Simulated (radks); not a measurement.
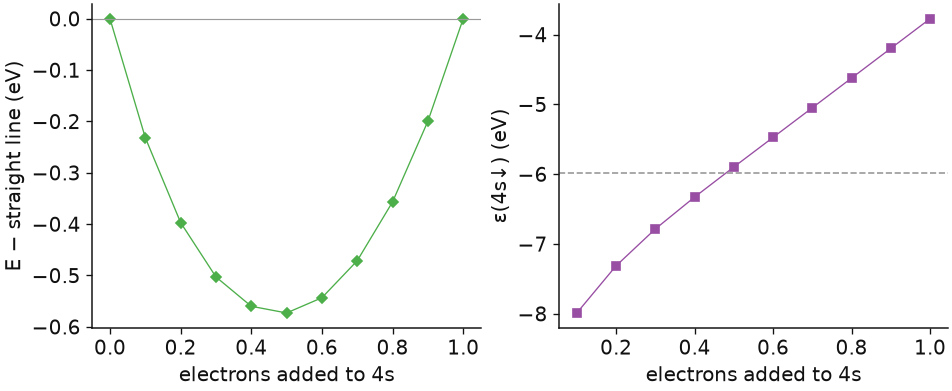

Theory: non-relativistic Kohn-Sham, TPSS, spin-polarised, spherical densities, point nucleus (computed with the in-house radial solver radks). The occupation of the 4s shell is varied from Ca⁺ ([Ar] 4s1 (high spin)) to Ca ([Ar] 4s2), with spherical fractional occupations. The plot shows the total energy less the straight line between the end points, and the eigenvalue of 4s↓ (the dashed line is minus the energy to take the whole electron out).

> What does the shape say about the method?

The curve is convex (below the straight line), with the largest deviation among the points computed, −0.57 eV, at 0.5. The end points differ by 5.98 eV, the energy to take the electron out. The eigenvalue, which is the slope of the energy (Janak's theorem), moves from −7.99 eV at 0.1 to −3.77 eV at 1; for a straight line it would stay constant, and a parabola would sag by an eighth of this change, scaled to a whole electron, 0.59 eV. Convexity is the delocalisation error: fractional charges are too low in energy.
